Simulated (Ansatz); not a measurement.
**B2H2 (triplet): one geometry, many settings at scale of all distances = 1.496**

Aim: run B2H2 (triplet) at one geometry under a spread of methods and options, and see what each costs and gives.

The runs use Ansatz 0.2.0, Gaussian basis; the settings change from run to run.

11 further runs of the same task are left out: 2 for a mislabelled method, 5 that didn't finish, 4 set aside as unsound or not needed.

## 1. The geometry

The geometry derives from a PBE0/def2-TZVP stationary point (not a proven minimum). All distances are scaled together.

4 atoms, charge 0, spin multiplicity 3.

Atoms are counted from 1 here; the program's logs count them from 0.

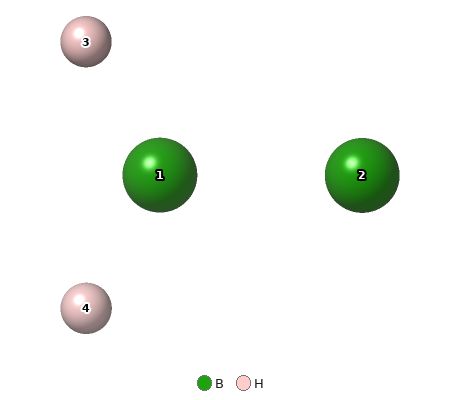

The geometry (boron green, hydrogen pink); atoms are numbered from 1 in the order of the file.

## 2. CASCI(4,3)/6-31G

in.yaml reads:

```yaml
crystal:
  periodic: [false, false, false]
  atoms:
    - {symbol: B, position_ang: [0.000000, 0.000000, 1.010739]}
    - {symbol: B, position_ang: [0.000000, 0.000000, -1.360543]}
    - {symbol: H, position_ang: [0.000000, 1.567611, 1.875969]}
    - {symbol: H, position_ang: [0.000000, -1.567611, 1.875969]}
basis:
  gaussian: {orbitals: 6-31G}
magnetization: {spin_polarized: false, initial_magnetization: 2}
correlation: {active_space: {window: {electrons: 4, orbitals: 3}, fixed_orbitals: true}}
accuracy: high
output: {forces: true}
```

On the command line:

```bash
$ ansatz run in.yaml --threads 1 --pin off --events-out ev --progress --plain --max-ram 2393MiB
```

The log of the run:

```text
Functional definition: HF
  name "HF"
  cite "Fock, Z. Phys. 61, 126 (1930) doi:10.1007/BF01340294"
  parent pbe
  exchange = exact_x
  correlation = 0
533 factors; integrals over basis functions are off by at most 3.3e-9 eV
mean field evaluation 1: about -1362.2689 eV, gradient 8.5e0 eV
mean field evaluation 2: about -1362.2690 eV, gradient 8.5e0 eV
mean field evaluation 4: about -1363.6129 eV, gradient 2.3e0 eV
mean field evaluation 8: about -1364.0335 eV, gradient 3.6e-1 eV
mean field evaluation 16: about -1364.0657 eV, gradient 1.9e-5 eV
mean field evaluation 32: about -1363.8733 eV, gradient 1.6e-2 eV
mean field evaluation 64: about -1363.8876 eV, gradient 1.3e-1 eV
mean field evaluation 96: about -1363.8508 eV, gradient 2.2e0 eV
mean field evaluation 128: about -1364.0628 eV, gradient 2.1e-1 eV
mean field evaluation 160: about -1364.0657 eV, gradient 7.5e-5 eV
mean field -1364.06568768 eV, -50.1284894252 hartree, gradient 5.4e-8 eV, S^2 2.000000; 13 other end points of the search recorded, 0 dependent functions left out
reference -1364.06568768 eV, -50.1284894252 hartree; 7, 5 occupied and 15, 17 virtual orbitals, 533 factors
state -1364.06568768 eV, -50.1284894252 hartree
the calculation of the forces begins
Total energy: -1364.06568768 eV, -50.1284894252 hartree
Atom 0 at     0.000000     0.000000     1.010739 Å, force    -0.000000    -0.000000     0.925828 eV/Å
Atom 1 at     0.000000     0.000000    -1.360543 Å, force    -0.000000    -0.000000     3.198895 eV/Å
Atom 2 at     0.000000     1.567611     1.875969 Å, force     0.000000    -3.827684    -2.062362 eV/Å
Atom 3 at     0.000000    -1.567611     1.875969 Å, force     0.000000     3.827684    -2.062362 eV/Å
Dipole moment:    -0.000000     0.000000    -0.027790 e Å
```

Wall time 0.42 s (1 thread of Arm Neoverse V2, shared host).

From the report: 2 determinants; active occupations 2.00, 1.00, 1.00. With so small a space the active step adds no correlation: the energy is the mean field's.

## 3. CASCI(4,3)/6-31G

in.yaml, as its differences from that of step 2:

```diff
@@ -10,4 +10,3 @@
 magnetization: {spin_polarized: false, initial_magnetization: 2}
-correlation: {active_space: {window: {electrons: 4, orbitals: 3}, fixed_orbitals: true}}
-accuracy: high
+correlation: {active_space: {window: {electrons: 4, orbitals: 3}, fixed_orbitals: true, states: [{multiplicity: 3, weights: [1, 1]}]}}
 output: {forces: true}
```

Launched as before.

The log of the run, cut to the lines that bear on the results:

```text
Functional definition: HF
  name "HF"
  cite "Fock, Z. Phys. 61, 126 (1930) doi:10.1007/BF01340294"
  parent pbe
[...]
514 factors; integrals over basis functions are off by at most 1.4e-7 eV
[...]
mean field -1364.06568768 eV, -50.1284894255 hartree, gradient 1.2e-6 eV, S^2 2.000000; 13 other end points of the search recorded, 0 dependent functions left out
reference -1364.06568768 eV, -50.1284894255 hartree; 7, 5 occupied and 15, 17 virtual orbitals, 514 factors
state -1364.06568768 eV, -50.1284894255 hartree
state -1357.61278143 eV, -49.8913494944 hartree
[...]
Total energy: -1360.83923456 eV, -50.0099194600 hartree
Atom 0 at     0.000000     0.000000     1.010739 Å, force    -0.000000     0.000000     6.380861 eV/Å
Atom 1 at     0.000000     0.000000    -1.360543 Å, force     0.000000     0.000000    -4.467072 eV/Å
Atom 2 at     0.000000     1.567611     1.875969 Å, force     0.000000    -2.625819    -0.956895 eV/Å
Atom 3 at     0.000000    -1.567611     1.875969 Å, force     0.000000     2.625819    -0.956895 eV/Å
Dipole moment:     0.000000    -0.000000     0.964977 e Å
```

Run time: 0.39 s. Hardware: 1 thread of Arm Neoverse V2, shared host.

From the report: 2 determinants; active occupations (of the averaged states) 1.50, 1.50, 1.00.

## 4. CASSCF(6,6)/def2-SVP

in.yaml, as its differences from that of step 3:

```diff
@@ -8,5 +8,5 @@
 basis:
-  gaussian: {orbitals: 6-31G}
+  gaussian: {orbitals: def2-SVP}
 magnetization: {spin_polarized: false, initial_magnetization: 2}
-correlation: {active_space: {window: {electrons: 4, orbitals: 3}, fixed_orbitals: true, states: [{multiplicity: 3, weights: [1, 1]}]}}
+correlation: {active_space: {window: {electrons: 6, orbitals: 6}}}
 output: {forces: true}
```

Same command.

The log of the run, cut to the lines that bear on the results:

```text
Functional definition: HF
  name "HF"
  cite "Fock, Z. Phys. 61, 126 (1930) doi:10.1007/BF01340294"
  parent pbe
[...]
398 factors; integrals over basis functions are off by at most 1.6e-3 eV
[...]
mean field -1363.33890788 eV, -50.1017807601 hartree, gradient 6.8e-6 eV, S^2 2.000000; 14 other end points of the search recorded, 0 dependent functions left out
reference -1363.33890788 eV, -50.1017807601 hartree; 7, 5 occupied and 31, 33 virtual orbitals, 398 factors
state -1365.04486800 eV, -50.1644736384 hartree
[...]
Total energy: -1365.04486800 eV, -50.1644736384 hartree
Atom 0 at     0.000000     0.000000     1.010739 Å, force     0.000000     0.000000    -0.176910 eV/Å
Atom 1 at     0.000000     0.000000    -1.360543 Å, force     0.000000     0.000000     3.533639 eV/Å
Atom 2 at     0.000000     1.567611     1.875969 Å, force    -0.000000    -3.066945    -1.678365 eV/Å
Atom 3 at     0.000000    -1.567611     1.875969 Å, force     0.000000     3.066945    -1.678365 eV/Å
Dipole moment:     0.000000    -0.000000     0.077959 e Å
```

It took 1.5 s on 1 thread of Arm Neoverse V2, shared host.

From the report: 400 determinants; active occupations 1.93, 1.90, 1.00, 1.00, 0.10, 0.07.

## 5. MP2 on ROHF/6-31G

in.yaml, as its differences from that of step 4:

```diff
@@ -8,5 +8,5 @@
 basis:
-  gaussian: {orbitals: def2-SVP}
+  gaussian: {orbitals: 6-31G}
 magnetization: {spin_polarized: false, initial_magnetization: 2}
-correlation: {active_space: {window: {electrons: 6, orbitals: 6}}}
+correlation: {method: mp2, electrons: outside_noble_gas}
 output: {forces: true}
```

Launched as before.

The log of the run, cut to the lines that bear on the results:

```text
Functional definition: HF
  name "HF"
  cite "Fock, Z. Phys. 61, 126 (1930) doi:10.1007/BF01340294"
  parent pbe
[...]
316 factors; integrals over basis functions are off by at most 2.6e-4 eV
[...]
mean field -1364.06567115 eV, -50.1284888177 hartree, gradient 1.2e-6 eV, S^2 2.000000; 13 other end points of the search recorded, 0 dependent functions left out
[...]
2 core orbitals not correlated: weight in the atoms' cores, before any rotation towards them, 1.000 or more for the frozen orbitals, at most 0.000 for the correlated occupied ones
reference -1364.06567115 eV, -50.1284888177 hartree; 5, 3 occupied and 15, 17 virtual orbitals, 316 factors
second order -2.53981418 eV of doubles, -0.07194355 eV of singles
[...]
Total energy: -1366.67742888 eV, -50.2244691440 hartree
Atom 0 at     0.000000     0.000000     1.010739 Å, force    -0.000000     0.000000     1.414322 eV/Å
Atom 1 at     0.000000     0.000000    -1.360543 Å, force    -0.000000     0.000000     2.366087 eV/Å
Atom 2 at     0.000000     1.567611     1.875969 Å, force     0.000000    -3.367988    -1.890205 eV/Å
Atom 3 at     0.000000    -1.567611     1.875969 Å, force     0.000000     3.367988    -1.890205 eV/Å
Dipole moment:    -0.000000     0.000000     0.009754 e Å
```

Wall time 0.39 s (1 thread of Arm Neoverse V2, shared host).

## 6. BCCD on ROHF/6-31G*

in.yaml, as its differences from that of step 5:

```diff
@@ -8,5 +8,6 @@
 basis:
-  gaussian: {orbitals: 6-31G}
+  gaussian: {orbitals: "6-31G*"}
 magnetization: {spin_polarized: false, initial_magnetization: 2}
-correlation: {method: mp2, electrons: outside_noble_gas}
+correlation: {method: bccd, electrons: all}
+scf: {omitted_lower_state_checks: [cluster_reference]}
 output: {forces: true}
```

Same command.

The log of the run, cut to the lines that bear on the results:

```text
Functional definition: HF
  name "HF"
  cite "Fock, Z. Phys. 61, 126 (1930) doi:10.1007/BF01340294"
  parent pbe
[...]
342 factors; integrals over basis functions are off by at most 9.4e-4 eV
[...]
mean field -1364.26013577 eV, -50.1356352608 hartree, gradient 3.2e-6 eV, S^2 2.000000; 14 other end points of the search recorded, 0 dependent functions left out
reference -1364.26013577 eV, -50.1356352608 hartree; 7, 5 occupied and 27, 29 virtual orbitals, 342 factors
second order -3.47447020 eV of doubles, -0.09586124 eV of singles
cycle   1  -4.25345800 eV  change   -6.8e-1 eV  update   1.1e-1
[...]
cycle  24  -4.84263249 eV  change    2.1e-8 eV  update   7.5e-8
WARN: the results are in doubt because among natural orbitals full CI differs from the method by -0.083 eV
[...]
Total energy: -1369.10276826 eV, -50.3135987223 hartree
Atom 0 at     0.000000     0.000000     1.010739 Å, force     0.000000     0.000000     0.916770 eV/Å
Atom 1 at     0.000000     0.000000    -1.360543 Å, force    -0.000000    -0.000000     2.664599 eV/Å
Atom 2 at     0.000000     1.567611     1.875969 Å, force    -0.000000    -3.136407    -1.790684 eV/Å
Atom 3 at     0.000000    -1.567611     1.875969 Å, force    -0.000000     3.136407    -1.790684 eV/Å
Dipole moment:    -0.000000     0.000000    -0.052609 e Å
In doubt: among natural orbitals full CI differs from the method by -0.083 eV
Checks for a lower state left out: cluster_reference
```

Run time: 2.8 s. Hardware: 1 thread of Arm Neoverse V2, shared host.

From the report: correlation -4.8426 eV; largest double amplitude 0.09. The program marks this result as in doubt; its last lines say why.

## 7. CCSDT(Q)/B/6-31G

in.yaml, as its differences from that of step 6:

```diff
@@ -8,6 +8,5 @@
 basis:
-  gaussian: {orbitals: "6-31G*"}
+  gaussian: {orbitals: 6-31G}
 magnetization: {spin_polarized: false, initial_magnetization: 2}
-correlation: {method: bccd, electrons: all}
-scf: {omitted_lower_state_checks: [cluster_reference]}
-output: {forces: true}
+hamiltonian: {xc: {name: PBE0}, pseudopotentials: {relativity: scalar}}
+correlation: {method: ccsdt_q_b, electrons: valence}
```

Same command.

The log of the run, cut to the lines that bear on the results:

```text
Functional definition: PBE0
  name "PBE0"
  cite "Adamo & Barone, J. Chem. Phys. 110, 6158 (1999) doi:10.1063/1.478522"
  cite "Perdew, Burke & Ernzerhof, Phys. Rev. Lett. 77, 3865 (1996) doi:10.1103/PhysRevLett.77.3865"
  parent pbe
[...]
514 factors; integrals over basis functions are off by at most 1.4e-7 eV
[...]
mean field -1372.11953896 eV, -50.4244630008 hartree, gradient 5.7e-6 eV, S^2 2.000000; 4 other end points of the search recorded, 0 dependent functions left out
[...]
2 core orbitals not correlated: weight in the atoms' cores, before any rotation towards them, 1.000 or more for the frozen orbitals, at most 0.000 for the correlated occupied ones
reference -1363.94475460 eV, -50.1240452166 hartree; 5, 3 occupied and 15, 17 virtual orbitals, 514 factors
second order -3.04990409 eV of doubles, -0.28223176 eV of singles
cycle   1  -3.78693952 eV  change   -5.2e-1 eV  update   1.2e-1
[...]
cycle  22  -4.63785843 eV  change    3.9e-7 eV  update   5.6e-7
perturbative correction -0.01468949 eV, -0.0005398288 hartree
WARN: these amplitudes may be one of several solutions (largest doubles amplitude 0.11, level shift 0.25 eV)
Total energy: -1368.59730252 eV, -50.2950231989 hartree
Relativity: scalar
```

Wall time 3.6 s (1 thread of Arm Neoverse V2, shared host).

From the report: correlation -4.6525 eV; T1 0.023; largest double amplitude 0.11. The orbitals are Kohn-Sham ones, so correlation energy and T1 don't compare with those on Hartree-Fock orbitals. The report flags that the cluster equations may have other roots.

## 8. NEVPT4(SD)(4,6)/6-31G

in.yaml, as its differences from that of step 7:

```diff
@@ -10,3 +10,2 @@
 magnetization: {spin_polarized: false, initial_magnetization: 2}
-hamiltonian: {xc: {name: PBE0}, pseudopotentials: {relativity: scalar}}
-correlation: {method: ccsdt_q_b, electrons: valence}
+correlation: {method: fic_nevpt4_sd, electrons: outside_noble_gas, active_space: {window: {electrons: 4, orbitals: 6}}}
```

Same command.

The log of the run, cut to the lines that bear on the results:

```text
Functional definition: HF
  name "HF"
  cite "Fock, Z. Phys. 61, 126 (1930) doi:10.1007/BF01340294"
  parent pbe
[...]
316 factors; integrals over basis functions are off by at most 2.6e-4 eV
[...]
mean field -1364.06567115 eV, -50.1284888177 hartree, gradient 1.2e-6 eV, S^2 2.000000; 13 other end points of the search recorded, 0 dependent functions left out
reference -1364.06567115 eV, -50.1284888177 hartree; 7, 5 occupied and 15, 17 virtual orbitals, 316 factors
state -1365.46296859 eV, -50.1798385515 hartree
state -1365.46296859 eV, -50.1798385515 hartree; corrected -1367.97824550 eV, -50.2722732733 hartree
state -1365.21281544 eV, -50.1706455928 hartree
state -1365.21281544 eV, -50.1706455928 hartree; corrected -1367.93282046 eV, -50.2706039337 hartree
state -1365.46296859 eV, -50.1798385515 hartree; corrected -1367.97824550 eV, -50.2722732733 hartree
[...]
Total energy: -1367.97824550 eV, -50.2722732733 hartree
```

Run time: 1.8 s. Hardware: 1 thread of Arm Neoverse V2, shared host.

From the report: 60 determinants; active occupations 1.90, 0.99, 0.97, 0.06, 0.04, 0.04.

## 9. BCCD on ROHF/def2-mTZVP

in.yaml, as its differences from that of step 8:

```diff
@@ -8,4 +8,6 @@
 basis:
-  gaussian: {orbitals: 6-31G}
+  gaussian: {orbitals: def2-mTZVP}
 magnetization: {spin_polarized: false, initial_magnetization: 2}
-correlation: {method: fic_nevpt4_sd, electrons: outside_noble_gas, active_space: {window: {electrons: 4, orbitals: 6}}}
+correlation: {method: bccd, electrons: outside_noble_gas}
+scf: {lower_state_search: light}
+output: {forces: true}
```

Same command.

The log of the run, cut to the lines that bear on the results:

```text
Functional definition: HF
  name "HF"
  cite "Fock, Z. Phys. 61, 126 (1930) doi:10.1007/BF01340294"
  parent pbe
[...]
420 factors; integrals over basis functions are off by at most 4.2e-4 eV
[...]
mean field -1364.62272904 eV, -50.1489603177 hartree, gradient 1.3e-6 eV, S^2 2.000000; 17 other end points of the search recorded, 0 dependent functions left out
[...]
determinant -1364.62272904 eV, -50.1489603177 hartree, with singles and doubles -1369.31024759 eV, -50.3212234472 hartree
determinant -1364.42390484 eV, -50.1416536631 hartree, with singles and doubles -1368.93578455 eV, -50.3074621840 hartree
determinant -1362.49381030 eV, -50.0707239972 hartree, with singles and doubles -1367.29248196 eV, -50.2470719281 hartree
determinant -1362.34703859 eV, -50.0653302360 hartree, with singles and doubles -1367.35291761 eV, -50.2492928971 hartree
[...]
reference -1364.62272904 eV, -50.1489603177 hartree; 5, 3 occupied and 37, 39 virtual orbitals, 420 factors
second order -3.32460876 eV of doubles, -0.10341021 eV of singles
cycle   1  -4.68685672 eV  change   -3.0e-3 eV  update   3.1e-2
[...]
cycle  23  -4.67422625 eV  change   -8.5e-8 eV  update   7.1e-8
WARN: the results are in doubt because among natural orbitals full CI differs from the method by -0.160 eV
[...]
Total energy: -1369.29695529 eV, -50.3207349641 hartree
Atom 0 at     0.000000     0.000000     1.010739 Å, force    -0.000000     0.000000     0.970951 eV/Å
Atom 1 at     0.000000     0.000000    -1.360543 Å, force     0.000000    -0.000000     2.549975 eV/Å
Atom 2 at     0.000000     1.567611     1.875969 Å, force    -0.000000    -3.046668    -1.760463 eV/Å
Atom 3 at     0.000000    -1.567611     1.875969 Å, force    -0.000000     3.046668    -1.760463 eV/Å
Dipole moment:     0.000000    -0.000000    -0.043489 e Å
In doubt: among natural orbitals full CI differs from the method by -0.160 eV
```

Wall time 6.5 s (1 thread of Arm Neoverse V2, shared host).

From the report: correlation -4.6742 eV; largest double amplitude 0.08. Mind the lines of doubt at the end of the log.

## 10. CCSD on ROHF/6-31G

in.yaml, as its differences from that of step 9:

```diff
@@ -8,6 +8,4 @@
 basis:
-  gaussian: {orbitals: def2-mTZVP}
+  gaussian: {orbitals: 6-31G, point_charges: [{charge: 0.50, position_ang: [2.648, 0.967, 0.614]}]}
 magnetization: {spin_polarized: false, initial_magnetization: 2}
-correlation: {method: bccd, electrons: outside_noble_gas}
-scf: {lower_state_search: light}
-output: {forces: true}
+correlation: {method: ccsd, electrons: all}
```

Launched as before.

The log of the run, cut to the lines that bear on the results:

```text
Functional definition: HF
  name "HF"
  cite "Fock, Z. Phys. 61, 126 (1930) doi:10.1007/BF01340294"
  parent pbe
[...]
316 factors; integrals over basis functions are off by at most 2.6e-4 eV
[...]
mean field -1364.07515730 eV, -50.1288374276 hartree, gradient 1.8e-6 eV, S^2 2.000000; 10 other end points of the search recorded, 0 dependent functions left out
[...]
determinant -1364.07515730 eV, -50.1288374276 hartree, with singles and doubles -1368.09938227 eV, -50.2767249674 hartree
determinant -1363.77472826 eV, -50.1177968637 hartree, with singles and doubles -1367.54230416 eV, -50.2562527246 hartree
determinant -1361.77347286 eV, -50.0442520846 hartree, with singles and doubles -1365.73710799 eV, -50.1899129887 hartree
reference -1364.07515730 eV, -50.1288374276 hartree; 7, 5 occupied and 15, 17 virtual orbitals, 316 factors
second order -2.61795381 eV of doubles, -0.06993968 eV of singles
cycle   1  -4.01952016 eV  change    4.7e-3 eV  update   5.2e-3
[...]
cycle  14  -4.02376686 eV  change    1.3e-5 eV  update   1.0e-5
WARN: the results are in doubt because among natural orbitals full CI differs from the method by -0.104 eV
Total energy: -1368.09892416 eV, -50.2767081322 hartree
In doubt: among natural orbitals full CI differs from the method by -0.104 eV
```

Wall time 0.75 s (1 thread of Arm Neoverse V2, shared host).

From the report: correlation -4.0238 eV; T1 0.068; largest double amplitude 0.09. The program marks this result as in doubt; its last lines say why.

## 11. All runs side by side

Where basis and cores are those of an earlier FCI/6-31G run (-1368.2731 eV), and the state is the same kind, the miss against it is given. † marks a result that the program doubts.

```csv
level,correlated,functions,energy (eV),from FCI (meV),time
"CASCI(4,3)/6-31G",,22,-1364.0657,4207.4,0.42 s
"CASCI(4,3)/6-31G (mean of several states)",,22,-1360.8392,,0.39 s
"CASSCF(6,6)/def2-SVP",,38,-1365.0449,,1.5 s
MP2 on ROHF/6-31G,outside noble gas,22,-1366.6774,1595.6,0.39 s
BCCD on ROHF/6-31G* †,all,34,-1369.1028,,2.8 s
"CCSDT(Q)/B/6-31G (on PBE0 orbitals, relativity set) †",valence,22,-1368.5973,,3.6 s
"NEVPT4(SD)(4,6)/6-31G",outside noble gas,22,-1367.9782,294.8,1.8 s
BCCD on ROHF/def2-mTZVP †,outside noble gas,44,-1369.2970,,6.5 s
CCSD on ROHF/6-31G (beside a point charge) †,all,22,-1368.0989,,0.75 s
```

## 12. Summary of results

| quantity | value |
| --- | --- |
| runs | 9 |
| quickest | CASCI(4,3)/6-31G (mean of several states), 0.39 s |
| slowest | BCCD on ROHF/def2-mTZVP †, 6.5 s |

**Reading.** Total energies in different bases, with other cores or another treatment of relativity can't be set against each other. BCCD on ROHF/def2-mTZVP † took 17 times as long as CASCI(4,3)/6-31G (mean of several states); the jobs differ in more than the method. Among the correlated runs with a miss given, it spans +295 to +1596 meV. Hartree-Fock, CASSCF and CASCI lack dynamic correlation by design.
